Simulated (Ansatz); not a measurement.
# CH3AlCl2···HCl: what the fields show

The calculation's input:

```
crystal:
  periodic: [false, false, false]
  atoms:
    - { symbol: Al, position_ang: [-0.4599, -1.1292, -0.0044] }
    - { symbol: Cl, position_ang: [-2.3548, 0.5938, 0.4479] }
    - { symbol: Cl, position_ang: [-0.7037, -1.793, -1.8914] }
    - { symbol: Cl, position_ang: [0.0335, -2.0365, 1.7257] }
    - { symbol: H, position_ang: [-0.6238, 0.7148, 0.1451] }
    - { symbol: C, position_ang: [0.75, 0.8178, -0.0658] }
    - { symbol: H, position_ang: [0.7883, 1.5751, -0.8428] }
    - { symbol: H, position_ang: [1.1327, 1.2371, 0.8608] }
    - { symbol: H, position_ang: [1.4377, 0.02, -0.3752] }
basis:
  gaussian: { orbitals: def2-SVP }
hamiltonian:
  xc: pbe0
relax:
  f_tol: 0.15
  max_steps: 25
  restrain:
    - { distance: [0, 5], at: 1.97, k: 30.0 }
    - { distance: [4, 1], at: 1.33, k: 30.0 }
    - { distance: [0, 1], at: 3.53, k: 30.0 }
    - { distance: [4, 5], at: 2.37, k: 30.0 }
output:
  orbitals: {}
```

Command:

```sh
ansatz run input.yaml --threads 2 --pin off --max-ram 3072MiB --backend cpu --events-out ev --progress --plain --runs-dir out
```

The fields are those of the run's last geometry, not of the input's.

Not at a stationary point (largest force 0.7 eV/Å).

Computed with RKS PBE0/def2-SVP (Ansatz 0.2.0).

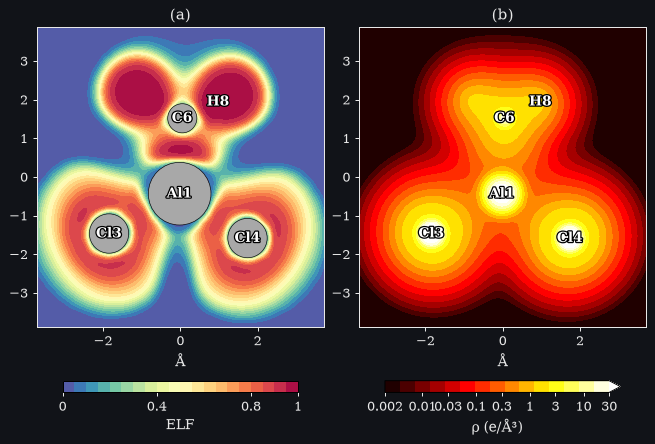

Figure 1. (a) electron localisation function; (b) total electron density on the plane of atoms Cl3, Al1 and Cl4. Grey discs cover the atomic cores in the ELF map.

Interpret the plot.

Answer.
- Atoms in the plane: Al, Cl, C and H.
- C–Al (1.96 Å): the density is about 0.72 e/Å³ at the midpoint; the ELF peaks at about 0.95 between the atoms, as expected for a polar covalent bond.
- Al–Cl (2.10 Å): the density is about 0.71 e/Å³ at the midpoint; the ELF peaks at about 0.90 in the valence shell of Cl, 0.9 Å from its nucleus, and is about 0.80 at the midpoint.
- C–H (1.10 Å): the density is about 1.8 e/Å³ at the midpoint; the ELF climbs to about 1 towards the hydrogen, as it does in any bond to H: a covalent bond by its length.
- The ELF also peaks beside Cl4 and Cl3, away from the bonds: lone-pair regions.

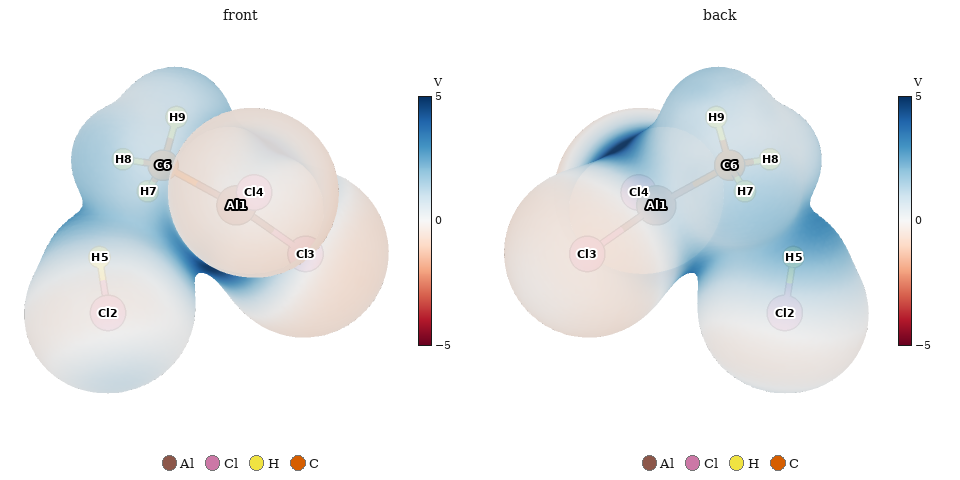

Figure 2. The molecular electrostatic potential painted on the density surface at 0.004 e/bohr³, seen from the front and from behind; red is negative and blue positive.

Describe the electrostatic potential map.

Answer. The most negative region (about −0.7 V, or −16 kcal/mol for a unit charge) lies over Cl3 and Cl4, the most positive (about +4.8 V, or +111 kcal/mol for a unit charge) over Al1. Cl2 shows a σ-hole: about +0.9 V, or +21 kcal/mol for a unit charge at the tip opposite its bond, against about 0.0 V on its flanks.

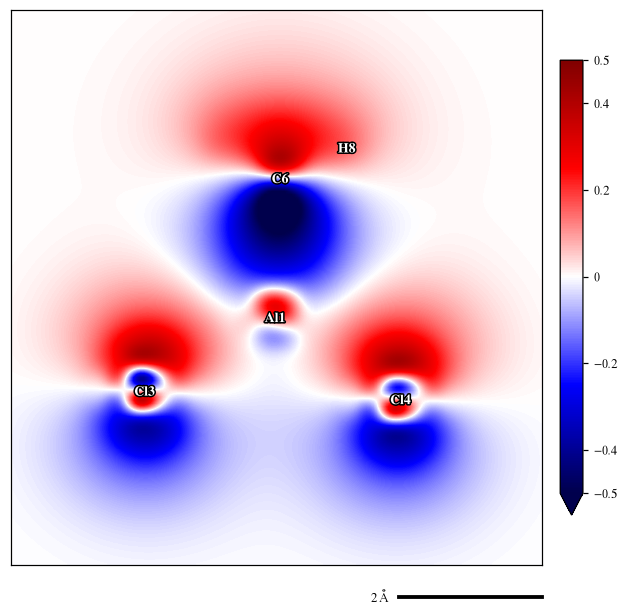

Figure 3. The HOMO on the plane of atoms Cl3, Al1 and Cl4 (values in Å⁻³ᐟ²; the overall sign is arbitrary).

What is the character of this orbital?

Answer. Its weight (Hirshfeld) is mainly on C6 (about 30 %), Cl3 (about 20 %), Cl4 (about 20 %) and Al1 (about 15 %). Its energy is −8.87 eV.

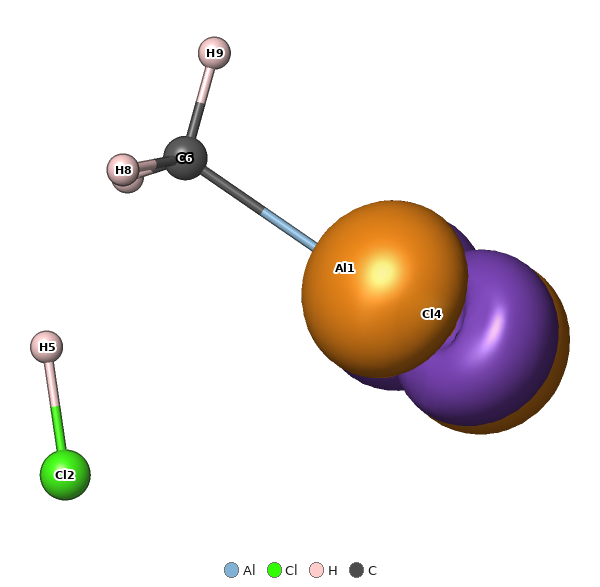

Figure 4. The HOMO−1 at ±0.15 Å⁻³ᐟ² (orange and purple are the two phases), seen across its widest extent.

What is the character of this orbital?

Answer. By Hirshfeld shares it lies mainly on Cl3 (about 45 %) and Cl4 (about 45 %); largely a combination of lone pairs on Cl3 and Cl4. Its energy is −8.97 eV.
